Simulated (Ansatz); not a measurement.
# AsF3 (arsenic trifluoride) at 5 levels

Aim: a comparison of 5 runs (PBE/STO-3G, UPBE0/STO-3G, r2SCAN/STO-3G, CCSDT(Q)/STO-3G, UCCSD(T)/STO-3G) of AsF3 (arsenic trifluoride). 

Program for the calculation: Ansatz 0.2.0.

37 further runs of the same task are left out: 10 that didn't finish, 27 set aside as unsound or not needed.

### 1 The system as given

AsF3 has 4 atoms, charge 0, and is taken as a singlet. SMILES: `F[As](F)F`. The F4–As2 distance was set to 2.144 Å, away from the relaxed value.

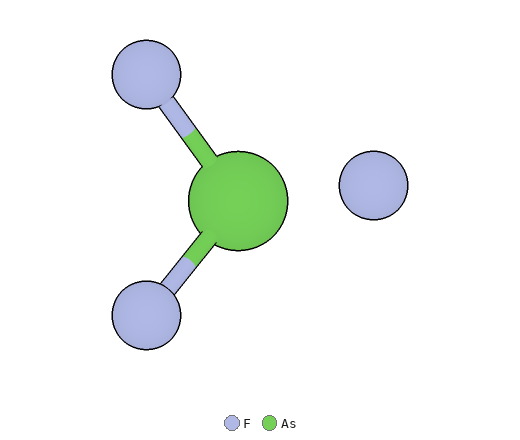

The structure, seen from a chosen angle (fluorine light blue, arsenic green).

### 2 A single-point energy at PBE/STO-3G (run 1)

Contents of run.yaml:

```yaml
crystal:
  periodic: [false, false, false]
  atoms:
    - {symbol: F, position_ang: [-0.487316, 0.049401, 1.612301]}
    - {symbol: As, position_ang: [-0.503396, -0.803429, 0.124021]}
    - {symbol: F, position_ang: [1.162524, -1.212119, 0.136911]}
    - {symbol: F, position_ang: [-0.296160, 0.927580, -1.124280]}
basis:
  gaussian:
    orbitals: STO-3G
hamiltonian:
  xc: pbe
accuracy: high
```

The run is started by

```bash
$ ansatz run run.yaml --threads 1 --pin off --max-ram 3480MiB --events-out events.jsonl --progress --plain --runs-dir runs
```

The log of the run:

```text
Warning: RAYON_NUM_THREADS=1 ignored (pool sized by the plan → 1); use --threads N
Functional definition: PBE
  name "PBE"
  parameter kappa = 0.804
  parameter beta = 0.06672455060314922
  exchange = pbe_x(kappa = kappa, mu = beta*pi^2/3)
  correlation = pbe_c(beta = beta)
542 factors; integrals over basis functions are off by at most 3.3e-8 eV
mean field evaluation 1: about -68162.7531 eV, gradient 2.3e1 eV
mean field evaluation 2: about -67935.1972 eV, gradient 2.4e2 eV
mean field evaluation 4: about -68164.9775 eV, gradient 1.3e1 eV
mean field evaluation 8: about -68165.5911 eV, gradient 1.9e-1 eV
mean field evaluation 16: about -68165.5913 eV, gradient 8.9e-6 eV
mean field -68165.59131535 eV, -2505.0392765417 hartree, gradient 7.1e-9 eV, S^2 0.000000; 0 other end points of the search recorded, 0 dependent functions left out
reference -68165.59131648 eV, -2505.0392765835 hartree; 30, 30 occupied and 3, 3 virtual orbitals, 542 factors
Total energy: -68165.59131648 eV, -2505.0392765835 hartree
```

Run time: 1.6 s. Hardware: 1 thread of Arm Neoverse V2, shared host; peak memory 0.1 GiB.

### 3 A single-point energy at UPBE0/STO-3G (run 2)

Contents of molecule.yaml:

```yaml
crystal:
  periodic: [false, false, false]
  atoms:
    - symbol: F
      position_ang: [-0.487316, 0.049401, 1.612301]
    - symbol: As
      position_ang: [-0.503396, -0.803429, 0.124021]
    - symbol: F
      position_ang: [1.162524, -1.212119, 0.136911]
    - symbol: F
      position_ang: [-0.296160, 0.927580, -1.124280]
basis:
  gaussian:
    orbitals: STO-3G
magnetization:
  spin_polarized: true
hamiltonian:
  xc: pbe0
accuracy: high
```

The run is started by

```bash
$ ansatz run molecule.yaml --threads 1 --pin off --max-ram 3480MiB --events-out events.jsonl --progress --plain --runs-dir runs
```

The log of the run:

```text
Warning: RAYON_NUM_THREADS=1 ignored (pool sized by the plan → 1); use --threads N
Functional definition: PBE0
  name "PBE0"
  parameter a = 0.25
  parameter kappa = 0.804
  parameter beta = 0.06672455060314922
  exchange = (1 - a)*pbe_x(kappa = kappa, mu = beta*pi^2/3) + a*exact_x
  correlation = pbe_c(beta = beta)
542 factors; integrals over basis functions are off by at most 3.3e-8 eV
mean field evaluation 1: about -68167.5977 eV, gradient 1.9e1 eV
mean field evaluation 2: about -68116.2933 eV, gradient 1.1e2 eV
mean field evaluation 4: about -68171.5317 eV, gradient 4.1e0 eV
mean field evaluation 8: about -68171.7002 eV, gradient 7.4e-2 eV
mean field evaluation 16: about -68171.7003 eV, gradient 3.0e-6 eV
mean field -68171.70028585 eV, -2505.2637770670 hartree, gradient 2.9e-8 eV, S^2 0.000000; 1 other end points of the search recorded, 0 dependent functions left out
reference -68171.70028671 eV, -2505.2637770983 hartree; 30, 30 occupied and 3, 3 virtual orbitals, 542 factors
Total energy: -68171.70028671 eV, -2505.2637770983 hartree
```

Run time: 2.8 s. Hardware: 1 thread of Arm Neoverse V2, shared host; peak memory 0.16 GiB.

Runs 3 to 4 aren't shown in full; the table further down has their settings and results.

### 4 A single-point energy at UCCSD(T)/STO-3G (run 5)

Contents of in.yaml:

```yaml
basis:
  gaussian:
    orbitals: STO-3G
crystal:
  periodic: [false, false, false]
  atoms:
    - symbol: F
      position_ang: [-0.487316, 0.049401, 1.612301]
    - symbol: As
      position_ang: [-0.503396, -0.803429, 0.124021]
    - symbol: F
      position_ang: [1.162524, -1.212119, 0.136911]
    - symbol: F
      position_ang: [-0.296160, 0.927580, -1.124280]
magnetization:
  spin_polarized: true
correlation:
  method: ccsd_t
  frozen_orbitals: {As: 9, F: 1}
accuracy: high
scf:
  omitted_lower_state_checks: [cluster_reference, increment]
```

The run is started by

```bash
$ ansatz run in.yaml --threads 1 --pin off --max-ram 3480MiB --events-out events.jsonl --progress --plain --runs-dir runs
```

The log of the run:

```text
Warning: RAYON_NUM_THREADS=1 ignored (pool sized by the plan → 1); use --threads N
[... 14 lines left out ...]
12 core orbitals not correlated: weight in the atoms' cores, before any rotation towards them, 1.000 or more for the frozen orbitals, at most 0.000 for the correlated occupied ones
[... 41 lines left out ...]
Total energy: -68122.65227103 eV, -2503.4612957680 hartree
Checks for a lower state left out: cluster_reference, increment
```

It took 2 s on 1 thread of Arm Neoverse V2, shared host; peak memory 0.097 GiB.

### 5 All runs side by side

```tsv
run	level	frozen core orbitals	energy (Eh)	wall time
1	PBE/STO-3G	–	-2505.039277	1.6 s
2	UPBE0/STO-3G	–	-2505.263777	2.8 s
3	r2SCAN/STO-3G	–	-2505.731350	3.9 s
4	CCSDT(Q)/STO-3G	12	-2503.464215	1.4 s
5	UCCSD(T)/STO-3G	12	-2503.461296	2 s
```

### 6 Results

| quantity | value |
| --- | --- |
| run 5: total energy | -2503.46130 Eh |
| run 5: correlation energy (12 core orbitals frozen) | -124.6 mEh |
| run 5: (T) correction | -6.62 mEh |
| run 5: ⟨S²⟩ of the reference determinant | 0.559 |
| run 5: T1 diagnostic | 0.047 |

**Reading.** Totals of different functionals can't be ranked against each other. In run 4 the log says that unrestricted orbitals would lower the reference, so the values rest on an unstable closed-shell determinant (other closed-shell runs at this shape may share the fault). In runs 1, 2, 3, 4, 5 the basis is minimal, so the values are rough. Spin contamination of the reference: run 5 ⟨S²⟩ = 0.56. All runs together took 12 s, the longest 3.9 s.
